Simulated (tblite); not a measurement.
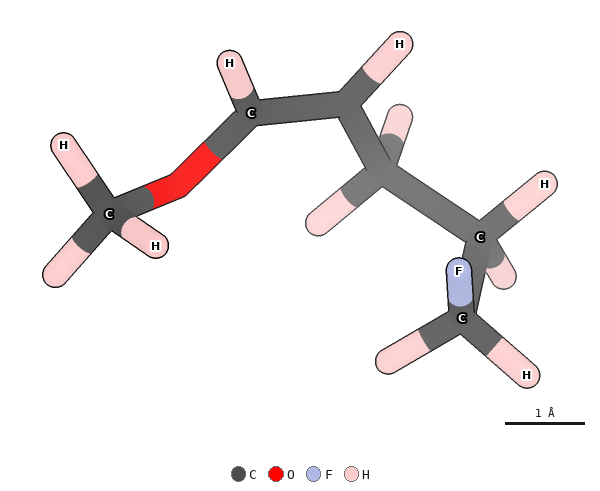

**Figure 1.** The input geometry (stick view, seen at a tilt). Bond lengths as drawn: C–C 1.34 to 1.54 Å, C–F 1.36 Å, C–H 1.08 to 1.10 Å and C–O 1.35 to 1.43 Å.

# C6H11FO: geometry relaxation

- system: C6H11FO
- method: GFN2-xTB geometry optimisation, gas phase (tblite 0.8.0)

## What the program printed
```
step      E/eV     max force
  0    -740.73390    1.512
  1    -740.76545    1.084
  2    -740.77917    0.212
  3    -740.78462    0.208
  4    -740.79141    0.134
  5    -740.79354    0.114
  6    -740.79570    0.103
  7    -740.79685    0.102
  8    -740.79819    0.100
  9    -740.79941    0.096
 10    -740.80093    0.090
 11    -740.80279    0.108
 12    -740.80516    0.106
 13    -740.80775    0.127
 14    -740.81009    0.113
 15    -740.81191    0.085
 16    -740.81335    0.080
 17    -740.81442    0.079
 18    -740.81518    0.072
 19    -740.81579    0.051
 20    -740.81636    0.058
 21    -740.81686    0.062
 22    -740.81721    0.048
 23    -740.81740    0.028
 24    -740.81740    0.028
 25    -740.81747    0.026
 26    -740.81765    0.031
 27    -740.81772    0.027
 28    -740.81787    0.054
 29    -740.81816    0.059
 30    -740.81833    0.041
 31    -740.81855    0.034
 32    -740.81874    0.049
 33    -740.81896    0.051
 34    -740.81917    0.034
 35    -740.81937    0.035
 36    -740.81957    0.046
 37    -740.81975    0.048
 38    -740.81989    0.026
 39    -740.81997    0.022
 40    -740.82005    0.027
 41    -740.82013    0.034
 42    -740.82023    0.025
 43    -740.82032    0.020
 44    -740.82040    0.021
 45    -740.82049    0.035
 46    -740.82060    0.037
 47    -740.82071    0.023
 48    -740.82079    0.017
 49    -740.82084    0.016
 50    -740.82089    0.019
 51    -740.82095    0.018
 52    -740.82103    0.018
 53    -740.82110    0.021
 54    -740.82119    0.027
 55    -740.82128    0.025
 56    -740.82136    0.022
 57    -740.82145    0.018
 58    -740.82154    0.029
 59    -740.82165    0.036
 60    -740.82177    0.026
 61    -740.82186    0.018
 62    -740.82192    0.018
 63    -740.82200    0.024
 64    -740.82208    0.026
 65    -740.82215    0.019
 66    -740.82220    0.014
 67    -740.82224    0.017
 68    -740.82228    0.017
 69    -740.82233    0.019
 70    -740.82238    0.015
 71    -740.82243    0.018
 72    -740.82250    0.024
 73    -740.82260    0.030
 74    -740.82272    0.028
 75    -740.82283    0.024
 76    -740.82292    0.024
 77    -740.82301    0.024
 78    -740.82316    0.032
 79    -740.82332    0.030
 80    -740.82344    0.026
 81    -740.82350    0.025
 82    -740.82357    0.023
 83    -740.82363    0.019
 84    -740.82371    0.016
 85    -740.82374    0.014
 86    -740.82377    0.011
 87    -740.82380    0.010
 88    -740.82383    0.011
 89    -740.82385    0.011
 90    -740.82386    0.009
 91    -740.82388    0.009
 92    -740.82389    0.008
 93    -740.82391    0.010
 94    -740.82392    0.007
 95    -740.82393    0.009
 96    -740.82394    0.008
 97    -740.82396    0.008
 98    -740.82397    0.008
 99    -740.82398    0.008
100    -740.82399    0.008
101    -740.82401    0.007
102    -740.82402    0.007
103    -740.82403    0.008
104    -740.82404    0.009
105    -740.82405    0.009
106    -740.82407    0.007
107    -740.82408    0.006
108    -740.82409    0.006
109    -740.82410    0.006
110    -740.82410    0.005
111    -740.82411    0.006
112    -740.82412    0.006
113    -740.82413    0.006
114    -740.82413    0.006
115    -740.82414    0.006
116    -740.82415    0.007
117    -740.82416    0.006
118    -740.82416    0.005
119    -740.82417    0.005
120    -740.82417    0.005
121    -740.82418    0.006
122    -740.82418    0.006
123    -740.82419    0.006
124    -740.82420    0.007
125    -740.82422    0.008
126    -740.82424    0.009
127    -740.82427    0.010
128    -740.82429    0.010
129    -740.82431    0.012
130    -740.82433    0.009
131    -740.82435    0.008
132    -740.82436    0.006
133    -740.82437    0.006
134    -740.82437    0.006
135    -740.82438    0.006
136    -740.82438    0.004
```

## Trajectory as extended XYZ (Å, eV, eV/Å), 6 of the 12 frames kept, from step=0 to step=136
```
19
Properties=species:S:1:pos:R:3:forces:R:3 step=0 energy=-740.73390
C     2.9292    0.0219   -0.6639   -0.4170  -0.2450   0.1940
O     1.9175    0.0887    0.3422    0.6750  -0.4780  -0.3630
C     1.1048    1.1580    0.1951   -1.4580   0.2380   0.3220
C    -0.1635    1.1939    0.6361    0.6540  -0.4570  -0.0290
C    -0.8427    0.0573    1.3724    0.2490   0.2350  -0.1190
C    -2.0667   -0.4966    0.6214    0.0450   0.0680   0.5700
C    -1.7180   -1.1330   -0.7161   -0.3660  -0.2790   0.5540
F    -1.4583   -0.1657   -1.6304    0.1660   0.2020  -0.5050
H     3.5097   -0.8909   -0.5105   -0.1710   0.0830   0.1390
H     3.5947    0.8807   -0.5874    0.0610   0.1460  -0.0990
H     2.4610   -0.0218   -1.6595    0.1740   0.0870   0.1640
H     1.5332    2.0046   -0.3184    0.0520   0.2040  -0.1140
H    -0.7586    2.0855    0.4888    0.1700  -0.1020   0.0080
H    -0.1390   -0.7614    1.5690   -0.0160   0.2450  -0.1840
H    -1.1716    0.4429    2.3446   -0.0620  -0.0670  -0.0740
H    -2.7964    0.3061    0.4785    0.0910  -0.0650  -0.1650
H    -2.5317   -1.2475    1.2678   -0.0060  -0.0440  -0.1510
H    -2.5675   -1.7258   -1.0825    0.0170   0.1130  -0.1240
H    -0.8456   -1.7879   -0.6390    0.1430   0.1180  -0.0220
19
Properties=species:S:1:pos:R:3:forces:R:3 step=24 energy=-740.81740
C     2.9148    0.0054   -0.6556   -0.0030   0.0020   0.0030
O     1.8267    0.0448    0.2322   -0.0100  -0.0240  -0.0040
C     1.0195    1.1416    0.1243    0.0070  -0.0120  -0.0070
C    -0.1868    1.1929    0.6706   -0.0090  -0.0040  -0.0030
C    -0.8230    0.0490    1.3956   -0.0060  -0.0060   0.0110
C    -2.0530   -0.4761    0.6467   -0.0150   0.0010   0.0070
C    -1.6963   -1.1084   -0.6911    0.0040   0.0030  -0.0040
F    -1.4194   -0.1530   -1.6407    0.0010   0.0210   0.0010
H     3.4867   -0.8855   -0.3992    0.0080   0.0140  -0.0110
H     3.5532    0.8901   -0.5507   -0.0090   0.0000   0.0020
H     2.5745   -0.0678   -1.6947    0.0140   0.0040   0.0010
H     1.4349    1.9830   -0.4190    0.0080   0.0040  -0.0040
H    -0.7720    2.0924    0.5678    0.0190   0.0170  -0.0110
H    -0.0936   -0.7535    1.5056    0.0110   0.0010   0.0170
H    -1.1343    0.3733    2.3919   -0.0070   0.0100   0.0080
H    -2.7541    0.3413    0.4700   -0.0160   0.0130  -0.0060
H    -2.5536   -1.2318    1.2538   -0.0020  -0.0240   0.0030
H    -2.5316   -1.6945   -1.0898   -0.0050  -0.0090   0.0030
H    -0.8024   -1.7342   -0.6097    0.0090  -0.0120  -0.0050
19
Properties=species:S:1:pos:R:3:forces:R:3 step=49 energy=-740.82084
C     2.9281    0.0050   -0.6659   -0.0050  -0.0010   0.0040
O     1.8052   -0.0014    0.1789   -0.0030  -0.0090   0.0040
C     1.0118    1.1077    0.1028    0.0120  -0.0080  -0.0060
C    -0.1831    1.1817    0.6718   -0.0070   0.0060  -0.0100
C    -0.8411    0.0587    1.4116    0.0090   0.0070  -0.0030
C    -2.0605   -0.4832    0.6553    0.0020  -0.0010   0.0000
C    -1.6916   -1.0944   -0.6895   -0.0010   0.0030  -0.0030
F    -1.4369   -0.1234   -1.6296    0.0020   0.0080   0.0030
H     3.5166   -0.8742   -0.4073   -0.0060  -0.0020  -0.0010
H     3.5373    0.9038   -0.5189   -0.0030  -0.0010   0.0040
H     2.6307   -0.0550   -1.7190    0.0050   0.0050   0.0000
H     1.4307    1.9489   -0.4392   -0.0070  -0.0080   0.0000
H    -0.7413    2.0990    0.5739   -0.0120   0.0000   0.0020
H    -0.1188   -0.7445    1.5598    0.0110   0.0030  -0.0030
H    -1.1712    0.4146    2.3912   -0.0020  -0.0090   0.0050
H    -2.7798    0.3210    0.4879    0.0030   0.0000  -0.0080
H    -2.5437   -1.2587    1.2525   -0.0020   0.0050   0.0120
H    -2.5167   -1.6923   -1.0928    0.0060  -0.0090   0.0060
H    -0.7854   -1.7041   -0.6153   -0.0010   0.0100  -0.0080
19
Properties=species:S:1:pos:R:3:forces:R:3 step=86 energy=-740.82377
C     2.9267   -0.0169   -0.6472   -0.0030  -0.0010  -0.0010
O     1.7455   -0.0448    0.1128   -0.0040   0.0010   0.0020
C     0.9820    1.0868    0.0504    0.0050   0.0010   0.0010
C    -0.1952    1.1903    0.6516    0.0000   0.0050   0.0040
C    -0.8410    0.0787    1.4188    0.0030   0.0040  -0.0020
C    -2.0507   -0.4980    0.6731   -0.0010  -0.0030  -0.0030
C    -1.6727   -1.0651   -0.6889   -0.0010  -0.0020  -0.0040
F    -1.5663   -0.0654   -1.6284    0.0040  -0.0030  -0.0010
H     3.4541   -0.9448   -0.4306    0.0060   0.0050  -0.0040
H     3.5607    0.8336   -0.3729    0.0050  -0.0080   0.0030
H     2.7082    0.0333   -1.7197   -0.0010   0.0040  -0.0030
H     1.4053    1.9117   -0.5116   -0.0040  -0.0060   0.0010
H    -0.7440    2.1133    0.5578   -0.0090  -0.0060  -0.0030
H    -0.1078   -0.7125    1.5793    0.0040   0.0040   0.0090
H    -1.1749    0.4481    2.3917    0.0020   0.0020   0.0010
H    -2.8042    0.2781    0.5256    0.0040   0.0080   0.0010
H    -2.4938   -1.2980    1.2684   -0.0040  -0.0080  -0.0020
H    -2.4402   -1.7504   -1.0652   -0.0050   0.0030   0.0030
H    -0.7015   -1.5685   -0.6570    0.0000   0.0020  -0.0010
19
Properties=species:S:1:pos:R:3:forces:R:3 step=111 energy=-740.82411
C     2.9280   -0.0168   -0.6441    0.0010   0.0000  -0.0010
O     1.7445   -0.0477    0.1125   -0.0010  -0.0020  -0.0040
C     0.9785    1.0822    0.0441    0.0000   0.0000   0.0000
C    -0.1973    1.1889    0.6473    0.0010  -0.0010  -0.0010
C    -0.8410    0.0819    1.4225   -0.0010   0.0000  -0.0010
C    -2.0481   -0.5004    0.6762   -0.0010   0.0010   0.0020
C    -1.6701   -1.0626   -0.6879    0.0000  -0.0010   0.0000
F    -1.5700   -0.0607   -1.6259    0.0020  -0.0010  -0.0010
H     3.4409   -0.9586   -0.4548   -0.0030   0.0020   0.0000
H     3.5755    0.8142   -0.3426   -0.0020  -0.0040  -0.0010
H     2.7128    0.0691   -1.7151    0.0040   0.0020   0.0020
H     1.3973    1.9015   -0.5287    0.0010   0.0050   0.0030
H    -0.7508    2.1082    0.5441    0.0000  -0.0010  -0.0020
H    -0.1060   -0.7059    1.5918   -0.0020   0.0010   0.0000
H    -1.1785    0.4583    2.3917    0.0000  -0.0020  -0.0020
H    -2.8044    0.2737    0.5311    0.0010   0.0000   0.0020
H    -2.4880   -1.3044    1.2689    0.0010   0.0020   0.0010
H    -2.4363   -1.7497   -1.0633   -0.0040  -0.0010  -0.0010
H    -0.6970   -1.5620   -0.6598    0.0020  -0.0010   0.0020
19
Properties=species:S:1:pos:R:3:forces:R:3 step=136 energy=-740.82438
C     2.9297   -0.0127   -0.6437   -0.0020   0.0000   0.0010
O     1.7273   -0.0552    0.0817   -0.0010  -0.0030   0.0020
C     0.9721    1.0826    0.0299    0.0020  -0.0010   0.0010
C    -0.1981    1.1933    0.6434    0.0010   0.0000  -0.0010
C    -0.8399    0.0863    1.4206    0.0000   0.0010  -0.0010
C    -2.0477   -0.4999    0.6785    0.0010   0.0010  -0.0010
C    -1.6710   -1.0730   -0.6814    0.0000   0.0000   0.0010
F    -1.5559   -0.0774   -1.6243   -0.0020  -0.0030   0.0000
H     3.4158   -0.9750   -0.4908    0.0030   0.0000  -0.0030
H     3.5878    0.7856   -0.2830    0.0000   0.0010   0.0010
H     2.7446    0.1337   -1.7135    0.0010   0.0000  -0.0010
H     1.3926    1.9026   -0.5408   -0.0030   0.0010   0.0020
H    -0.7477    2.1157    0.5483    0.0000  -0.0010   0.0000
H    -0.1036   -0.7001    1.5903   -0.0020   0.0000  -0.0010
H    -1.1768    0.4641    2.3894    0.0010   0.0000   0.0010
H    -2.8030    0.2742    0.5286    0.0000   0.0000   0.0000
H    -2.4880   -1.2994    1.2771    0.0000   0.0030  -0.0010
H    -2.4444   -1.7529   -1.0557    0.0030  -0.0010   0.0000
H    -0.7036   -1.5833   -0.6464   -0.0020   0.0010  -0.0010
```

This output came from the following input.

## The input
```
{"job": {"xc": "GFN2-xTB", "basis": "xTB", "kind": "relax"}, "charge": 0, "multiplicity": 1}
C      2.929200     0.021900    -0.663900
O      1.917500     0.088700     0.342200
C      1.104800     1.158000     0.195100
C     -0.163500     1.193900     0.636100
C     -0.842700     0.057300     1.372400
C     -2.066700    -0.496600     0.621400
C     -1.718000    -1.133000    -0.716100
F     -1.458300    -0.165700    -1.630400
H      3.509700    -0.890900    -0.510500
H      3.594700     0.880700    -0.587400
H      2.461000    -0.021800    -1.659500
H      1.533200     2.004600    -0.318400
H     -0.758600     2.085500     0.488800
H     -0.139000    -0.761400     1.569000
H     -1.171600     0.442900     2.344600
H     -2.796400     0.306100     0.478500
H     -2.531700    -1.247500     1.267800
H     -2.567500    -1.725800    -1.082500
H     -0.845600    -1.787900    -0.639000
```

The first line tells a small driver script what to run in tblite; the rest is the geometry in Å.

Command:
```bash
OMP_NUM_THREADS=1 python <driver script> task.json out
```

## Results in brief

```tsv
quantity	value
outcome	converged
total energy	−740.8244 eV
hardware	1 CPU thread, shared host
wall time	0.71 s
peak memory	0.19 GiB
```
